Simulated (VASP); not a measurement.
Band structure of ZrB2 (AlB2 type). These are revPBE GGA, VASP's PBE PAW potentials (set 64) (plane waves; VASP) values and carry that method's errors.

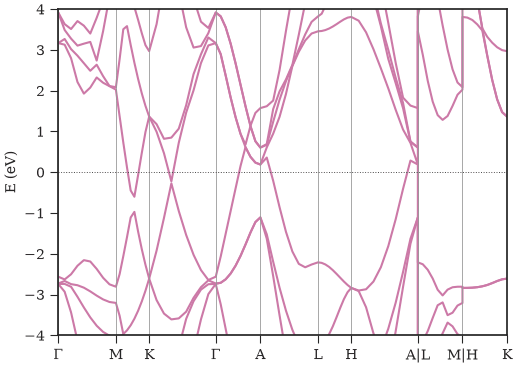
*Bands along high-symmetry lines, zero at the valence-band maximum or, without a gap, the Fermi level*

### Question
Read the plot: is there a gap, and where are the band edges?

### Answer
It has no gap at this level: it comes out as a metal or semimetal. (Edges off the drawn lines would not show.)

The compound is ZrB2 in the AlB2 type structure. It was relaxed first.
